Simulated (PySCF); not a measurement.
# C5H10N2Si: electronic excitations

What electronic excitations should C5H10N2Si (`[H]/N=C(\CN)CC#C[SiH3]`) show?

Computed with PySCF 2.14.0, with density-fitted response routines of our own, on a single molecule in the gas phase. Atoms count from 0, in the outputs and in this text.

### Step 1. Starting geometry

18 atoms, charge 0, multiplicity 1; geometry from: GFN2-xTB.

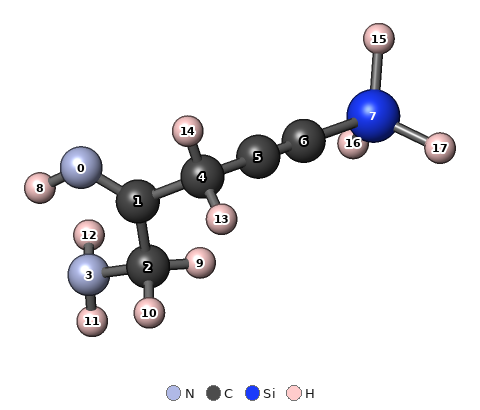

The starting geometry (nitrogen light blue, carbon dark grey, silicon blue, hydrogen pink), atoms numbered.

### Step 2. Excited states and response: CAM-B3LYP/def2-SVPD

The job: settings as JSON, then the geometry in Å.

```
{"job": {"kind": "uv", "xc": "CAM-B3LYP", "basis": "def2-SVPD", "nstates": 8, "ntriplets": 3}, "charge": 0, "multiplicity": 1}
N     -1.757787     0.445456    -1.900607
C     -1.165073     0.697166    -0.824312
C     -1.661352     0.347518     0.563377
N     -2.752783    -0.609201     0.479044
C      0.163624     1.410520    -0.879351
C      1.214719     0.579237    -0.325186
C      2.065010    -0.133186     0.146633
Si     3.376940    -1.217916     0.855921
H     -2.651549    -0.028227    -1.777545
H     -0.805333     0.004185     1.168667
H     -2.048681     1.263865     1.023746
H     -3.166725    -0.761415     1.391165
H     -2.407276    -1.501656     0.139700
H      0.101732     2.340370    -0.304453
H      0.388022     1.645556    -1.921951
H      4.201431    -1.734157    -0.238104
H      2.717819    -2.318570     1.567483
H      4.178504    -0.423228     1.790792
```

Level: TDDFT CAM-B3LYP/def2-SVPD, vertical, gas phase, core orbitals frozen in the response.

Started as:

```console
> OMP_NUM_THREADS=1 python probes_run.py task.json out
```

One launch serves the whole session: the jobs run in the order shown.

Standard output:

```text
coarse grid: 15384 points
cycle   1  E = -594.8385480722  dE =  9.925e-01  |g| = 5.644e-01  |ddm| = 1.071e+01
cycle   2  E = -594.8092326207  dE =  2.932e-02  |g| = 7.203e-01  |ddm| = 4.416e+00
cycle   3  E = -594.9191172475  dE = -1.099e-01  |g| = 1.069e-01  |ddm| = 2.270e+00
cycle   4  E = -594.9215018388  dE = -2.385e-03  |g| = 5.251e-02  |ddm| = 2.634e-01
cycle   5  E = -594.9221304462  dE = -6.286e-04  |g| = 1.821e-02  |ddm| = 1.389e-01
cycle   6  E = -594.9222031466  dE = -7.270e-05  |g| = 4.864e-03  |ddm| = 4.601e-02
cycle   7  E = -594.9222094072  dE = -6.261e-06  |g| = 1.680e-03  |ddm| = 1.356e-02
final grid: 143672 points
cycle   8  E = -595.0126658174  dE = -3.344e-05  |g| = 3.895e-03  |ddm| = 1.251e-01
cycle   9  E = -595.0126658178  dE = -3.870e-10  |g| = 4.094e-03  |ddm| = 1.883e-02
cycle  10  E = -595.0126694587  dE = -3.641e-06  |g| = 4.628e-04  |ddm| = 8.556e-03
cycle  11  E = -595.0126694970  dE = -3.830e-08  |g| = 2.257e-04  |ddm| = 1.770e-03
cycle  12  E = -595.0126695079  dE = -1.090e-08  |g| = 8.578e-05  |ddm| = 8.922e-04
cycle  13  E = -595.0126695097  dE = -1.750e-09  |g| = 1.678e-05  |ddm| = 1.800e-04
cycle  14  E = -595.0126695098  dE = -5.832e-11  |g| = 8.851e-06  |ddm| = 5.433e-05
converged SCF energy = -595.0126695098

Static polarisability (au): isotropic 102.044, principal 84.267 91.125 130.740

Singlet excitations
state   eV       nm        f      main configurations
  1   5.3905    230.0   0.00878   H->L 0.44, H->L+1 0.11
  2   5.9959    206.8   0.00012   H-2->L 0.21, H-1->L 0.16, H-2->L+1 0.10
  3   6.2425    198.6   0.00094   H-2->L+2 0.15, H-1->L 0.13, H->L+2 0.08
  4   6.2887    197.2   0.00132   H->L+2 0.23, H-3->L+2 0.21
  5   6.4625    191.9   0.01658   H-1->L 0.33, H-1->L+3 0.25, H-2->L 0.11
  6   6.7316    184.2   0.00437   H-1->L+1 0.36, H-1->L+5 0.19
  7   7.0811    175.1   0.01313   H->L+1 0.45, H->L 0.21
  8   7.2610    170.8   0.00362   H-2->L+1 0.36, H-2->L 0.13, H-1->L+1 0.13

Triplet excitations (Tamm-Dancoff, eV): 4.6111 5.0714 5.2701
```

Wall time 77 s (1 thread of Arm Neoverse V2, shared host); peak memory 1.2 GiB.

The orbitals next to the gap, with their largest atomic shares:

```csv
orbital,eV,atoms
HOMO−3,-9.53,"C5 26 %, C6 26 %, N0 19 %"
HOMO−2,-9.29,"C6 29 %, C5 28 %, N3 12 %"
HOMO−1,-8.82,"N3 44 %, C6 9 %, N0 9 %"
HOMO,-8.72,"N0 35 %, C6 13 %, C5 11 %"
LUMO,0.79,"C1 16 %, N0 16 %, Si7 9 %"
LUMO+1,0.99,"Si7 28 %, C6 12 %, C5 9 %"
LUMO+2,1.33,"Si7 33 %, C6 19 %, C5 18 %"
```

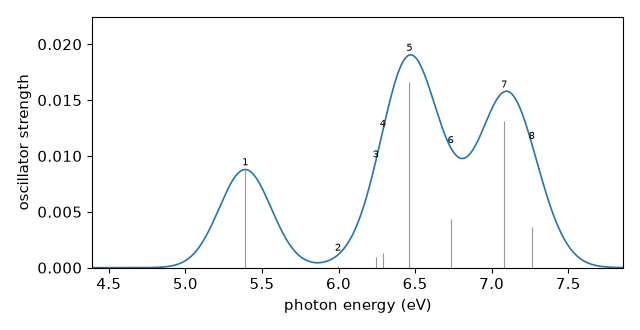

Absorption spectrum from the 8 singlet states computed; above the last one it falls off for lack of states. Lines are broadened to a width of 0.40 eV (Gaussian).

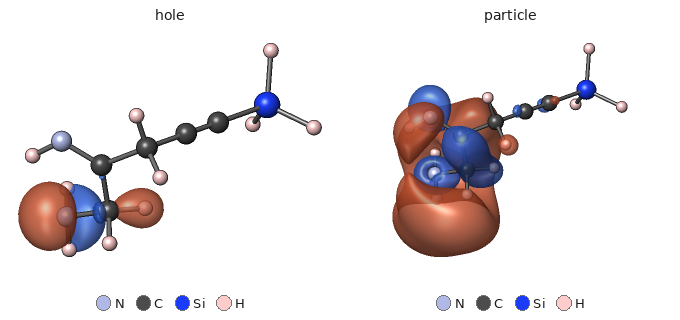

Leading natural transition orbitals of singlet state 5: the electron leaves the hole (left) for the particle orbital (right).

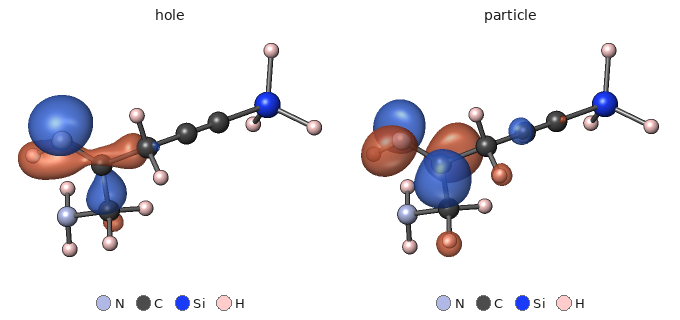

Leading natural transition orbitals of singlet state 1: the electron leaves the hole (left) for the particle orbital (right).

Further results of this job:

```csv
property,computed
dipole moment (D),2.84
polarisability (Å³),15.12
HOMO–LUMO gap (eV),9.51
−ε(HOMO) (eV),8.72
```

Orbitals, density, ELF and potential are computed afterwards from the orbital file.

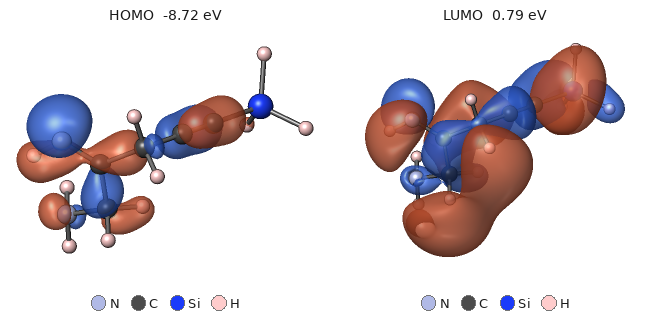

Frontier orbitals at CAM-B3LYP/def2-SVPD; each surface holds 70 % of the orbital's density, blue and red mark the sign.

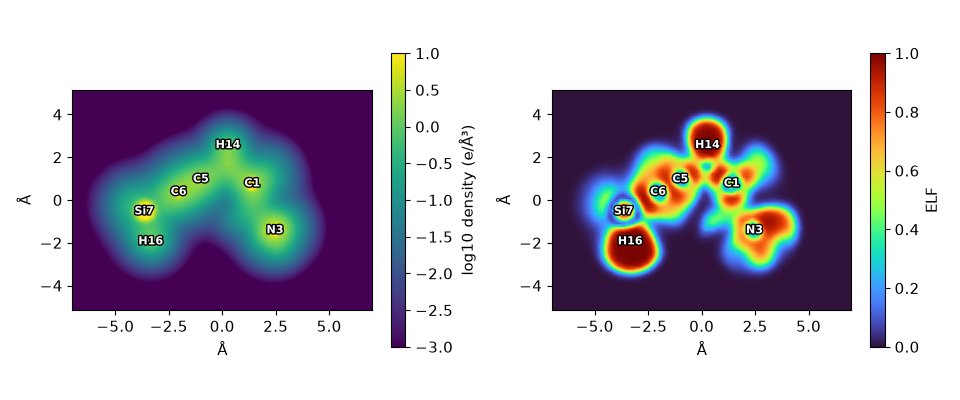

Density (left) and ELF (right) in a plane through or near 7 of the atoms.

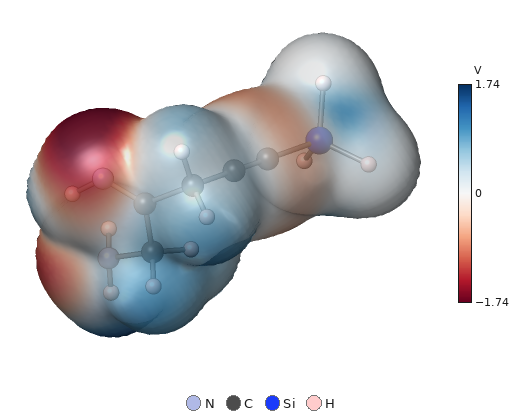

The potential that a unit positive charge feels on the 0.002 e/bohr³ surface, from -1.74 V near N0 to 1.52 V near H11.

### Step 3. Summary of results

| quantity | value |
| --- | --- |
| lowest singlet (CAM-B3LYP/def2-SVPD) | 5.39 eV (230 nm), f = 0.009 |
| brightest single state of those computed | state 5, 6.46 eV, f = 0.017 |
| lowest triplet | 4.61 eV |
| surface potential, least and greatest | -1.74 V and 1.52 V |

What this shows: The first singlet state (HOMO→LUMO 0.44, HOMO→LUMO+1 0.11) lies at 5.39 eV and is weak; of the 8 states computed, the strongest absorption comes from state 5 at 6.46 eV. The lowest triplet lies 0.78 eV below the lowest singlet (triplets in Tamm-Dancoff, singlets in full TDDFT).
